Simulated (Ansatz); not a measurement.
# C3H9Ga (trimethylgallium (TMGa)) at 6 levels

We compute a comparison of 6 runs (B3LYP/6-31G*, B3LYP/def2-SVP, CAM-B3LYP/def2-SVP, r2SCAN0/def2-SVP, MP2/def2-SVP, CCSD(T)/def2-SVP) of C3H9Ga (trimethylgallium (TMGa)). 

The results are computed with Ansatz 0.2.0.

58 further runs of the same task are left out: 3 that didn't finish, 55 set aside as unsound or not needed.

### 1 The system as given

C3H9Ga: 13 atoms, total charge 0, spin state singlet. SMILES: `C[Ga](C)C`. One bond was lengthened or shortened from a relaxed shape.

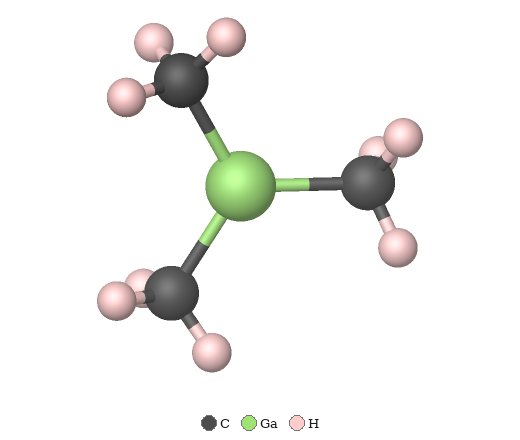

The structure, seen from a chosen angle (carbon dark grey, gallium green, hydrogen pink).

### 2 The energy at B3LYP/6-31G(d) (Cartesian functions) (run 1)

File molecule.yaml:

```yaml
crystal:
  periodic: [false, false, false]
  atoms:
    - symbol: C
      position_ang: [-0.251975, 1.667358, -1.084177]
    - symbol: Ga
      position_ang: [0.165585, -0.010602, -0.127477]
    - symbol: C
      position_ang: [1.538935, -0.012422, 1.293423]
    - symbol: C
      position_ang: [-0.850175, -1.657502, -0.527257]
    - symbol: H
      position_ang: [0.630615, 2.300158, -1.199717]
    - symbol: H
      position_ang: [-0.984265, 2.240218, -0.504777]
    - symbol: H
      position_ang: [-0.687725, 1.484158, -2.068257]
    - symbol: H
      position_ang: [2.341785, 0.697958, 1.084993]
    - symbol: H
      position_ang: [1.972785, -1.002532, 1.446303]
    - symbol: H
      position_ang: [1.078655, 0.291158, 2.240063]
    - symbol: H
      position_ang: [-1.183025, -1.690772, -1.566727]
    - symbol: H
      position_ang: [-1.882270, -1.692900, 0.194460]
    - symbol: H
      position_ang: [-0.273325, -2.558872, -0.310627]
basis:
  gaussian:
    orbitals: "6-31G*"
accuracy: high
output: {orbitals: {seedname: orbitals}}
hamiltonian:
  xc: {name: B3LYP}
```

On the command line:

```bash
$ ansatz run molecule.yaml --threads 1 --pin off --max-ram 3480MiB --events-out events.jsonl --progress --plain --runs-dir runs
```

Standard output:

```text
Warning: RAYON_NUM_THREADS=1 ignored (pool sized by the plan → 1); use --threads N
Functional definition: B3LYP
  name "B3LYP"
  parameter a0 = 0.2
  parameter ax = 0.72
  parameter ac = 0.81
  exchange = (1 - a0 - ax)*slater_x + ax*b88_x + a0*exact_x
  correlation = (1 - ac)*vwn_rpa_c + ac*lyp_c
2260 factors; integrals over basis functions are off by at most 4.3e-9 eV
mean field evaluation 1: about -55616.8545 eV, gradient 7.6e1 eV
mean field evaluation 2: about -55610.7561 eV, gradient 8.9e1 eV
mean field evaluation 4: about -55629.7456 eV, gradient 3.0e0 eV
mean field evaluation 8: about -55629.8968 eV, gradient 8.5e-2 eV
mean field evaluation 16: about -55629.8968 eV, gradient 1.3e-5 eV
mean field -55629.89684612 eV, -2044.3610017965 hartree, gradient 9.8e-8 eV, S^2 0.000000; 0 other end points of the search recorded, 0 dependent functions left out
reference -55629.89689445 eV, -2044.3610035725 hartree; 29, 29 occupied and 69, 69 virtual orbitals, 2260 factors
Total energy: -55629.89689445 eV, -2044.3610035725 hartree
```

Run time: 19 s. Hardware: 1 thread of Intel Xeon Platinum 8259CL at 2.50GHz (Skylake/Cascade Lake), shared host; peak memory 0.4 GiB.

### 3 The energy at B3LYP/def2-SVP (run 2)

File run.yaml:

```yaml
crystal:
  periodic: [false, false, false]
  atoms:
    - symbol: C
      position_ang: [-0.251975, 1.667358, -1.084177]
    - symbol: Ga
      position_ang: [0.165585, -0.010602, -0.127477]
    - symbol: C
      position_ang: [1.538935, -0.012422, 1.293423]
    - symbol: C
      position_ang: [-0.850175, -1.657502, -0.527257]
    - symbol: H
      position_ang: [0.630615, 2.300158, -1.199717]
    - symbol: H
      position_ang: [-0.984265, 2.240218, -0.504777]
    - symbol: H
      position_ang: [-0.687725, 1.484158, -2.068257]
    - symbol: H
      position_ang: [2.341785, 0.697958, 1.084993]
    - symbol: H
      position_ang: [1.972785, -1.002532, 1.446303]
    - symbol: H
      position_ang: [1.078655, 0.291158, 2.240063]
    - symbol: H
      position_ang: [-1.183025, -1.690772, -1.566727]
    - symbol: H
      position_ang: [-1.882270, -1.692900, 0.194460]
    - symbol: H
      position_ang: [-0.273325, -2.558872, -0.310627]
basis:
  gaussian: {orbitals: def2-SVP}
hamiltonian: {xc: {name: B3LYP}}
output: {orbitals: {seedname: orbitals}}
accuracy: high
```

On the command line:

```bash
$ ansatz run run.yaml --threads 1 --pin off --max-ram 3480MiB --events-out events.jsonl --progress --plain --runs-dir runs
```

Standard output:

```text
Warning: RAYON_NUM_THREADS=1 ignored (pool sized by the plan → 1); use --threads N
Functional definition: B3LYP
  name "B3LYP"
  parameter a0 = 0.2
  parameter ax = 0.72
  parameter ac = 0.81
  exchange = (1 - a0 - ax)*slater_x + ax*b88_x + a0*exact_x
  correlation = (1 - ac)*vwn_rpa_c + ac*lyp_c
2829 factors; integrals over basis functions are off by at most 9.7e-9 eV
mean field evaluation 1: about -55612.8005 eV, gradient 8.1e1 eV
mean field evaluation 2: about -55604.8234 eV, gradient 9.6e1 eV
mean field evaluation 4: about -55628.1090 eV, gradient 3.6e0 eV
mean field evaluation 8: about -55628.2712 eV, gradient 7.5e-2 eV
mean field evaluation 16: about -55628.2712 eV, gradient 2.4e-5 eV
mean field -55628.27117653 eV, -2044.3012595412 hartree, gradient 1.3e-8 eV, S^2 0.000000; 0 other end points of the search recorded, 0 dependent functions left out
reference -55628.27122569 eV, -2044.3012613474 hartree; 29, 29 occupied and 90, 90 virtual orbitals, 2829 factors
Total energy: -55628.27122569 eV, -2044.3012613474 hartree
```

It took 17 s on 1 thread of Intel Xeon Platinum 8259CL at 2.50GHz (Skylake/Cascade Lake), shared host; peak memory 0.53 GiB.

Runs 3 to 5 aren't shown in full; the table further down has their settings and results.

### 4 A single-point energy at CCSD(T)/def2-SVP (run 6)

File job.yaml:

```yaml
basis:
  gaussian:
    orbitals: def2-SVP
crystal:
  periodic: [false, false, false]
  atoms:
    - {symbol: C, position_ang: [-0.251975, 1.667358, -1.084177]}
    - {symbol: Ga, position_ang: [0.165585, -0.010602, -0.127477]}
    - {symbol: C, position_ang: [1.538935, -0.012422, 1.293423]}
    - {symbol: C, position_ang: [-0.850175, -1.657502, -0.527257]}
    - {symbol: H, position_ang: [0.630615, 2.300158, -1.199717]}
    - {symbol: H, position_ang: [-0.984265, 2.240218, -0.504777]}
    - {symbol: H, position_ang: [-0.687725, 1.484158, -2.068257]}
    - {symbol: H, position_ang: [2.341785, 0.697958, 1.084993]}
    - {symbol: H, position_ang: [1.972785, -1.002532, 1.446303]}
    - {symbol: H, position_ang: [1.078655, 0.291158, 2.240063]}
    - {symbol: H, position_ang: [-1.183025, -1.690772, -1.566727]}
    - {symbol: H, position_ang: [-1.882270, -1.692900, 0.194460]}
    - {symbol: H, position_ang: [-0.273325, -2.558872, -0.310627]}
scf:
  omitted_lower_state_checks: [cluster_reference, increment]
correlation:
  method: ccsd_t
  frozen_orbitals: {C: 1, Ga: 9, H: 0}
accuracy: high
total_charge: 0
```

On the command line:

```bash
$ ansatz run job.yaml --threads 1 --pin off --max-ram 3480MiB --events-out events.jsonl --progress --plain --runs-dir runs
```

Standard output (excerpt; [...] marks lines left out):

```text
Warning: RAYON_NUM_THREADS=1 ignored (pool sized by the plan → 1); use --threads N
Functional definition: HF
  name "HF"
[...]
2829 factors; integrals over basis functions are off by at most 9.7e-9 eV
[...]
mean field -55558.75489351 eV, -2041.7465832599 hartree, gradient 8.9e-9 eV, S^2 0.000000; 0 other end points of the search recorded, 0 dependent functions left out
12 core orbitals not correlated: weight in the atoms' cores, before any rotation towards them, 1.000 or more for the frozen orbitals, at most 0.000 for the correlated occupied ones
reference -55558.75489351 eV, -2041.7465832599 hartree; 17, 17 occupied and 90, 90 virtual orbitals, 2829 factors
second order -17.97490755 eV of doubles, -0.00000000 eV of singles
cycle   1  -18.48452807 eV  change   -5.1e-1 eV  update   9.9e-2
[...]
cycle  20  -19.14001185 eV  change   1.6e-10 eV  update   2.4e-9
perturbative correction -0.58441991 eV, -0.0214770355 hartree
Total energy: -55578.47932527 eV, -2042.4714427575 hartree
Checks for a lower state left out: cluster_reference, increment
```

It took 2.3 min on 1 thread of Intel Xeon Platinum 8259CL at 2.50GHz (Skylake/Cascade Lake), shared host; peak memory 1.2 GiB.

### 5 Overview of the runs

```csv
run,level,Cartesian functions,frozen core orbitals,energy (Eh),HOMO energy (eV),LUMO energy (eV),HOMO–LUMO gap (eV),wall time
1,B3LYP/6-31G* (Cartesian functions),yes,–,-2044.361004,-6.98,-0.68,6.30,19 s
2,B3LYP/def2-SVP,no,–,-2044.301261,-7.13,-0.76,6.37,17 s
3,CAM-B3LYP/def2-SVP,no,–,-2044.283286,-8.71,0.43,9.14,27 s
4,r2SCAN0/def2-SVP,no,–,-2044.125206,-7.57,-0.33,7.24,35 s
5,MP2/def2-SVP,no,12,-2042.407149,–,–,–,16 s
6,CCSD(T)/def2-SVP,no,12,-2042.471443,–,–,–,2.3 min
```

### 6 Results

```
                                           quantity           value
                                run 6: total energy  -2042.47144 Eh
run 6: correlation energy (12 core orbitals frozen)      -724.9 mEh
                              run 6: (T) correction      -21.48 mEh
                               run 6: T1 diagnostic           0.010
```

In words: Over runs 1, 2, 3, 4 the HOMO–LUMO gap runs from 6.30 eV (B3LYP/6-31G*) to 9.14 eV (CAM-B3LYP/def2-SVP). The two ends differ in method and basis. Totals of different functionals can't be ranked against each other. All runs together took 4.2 min, the longest 2.3 min.
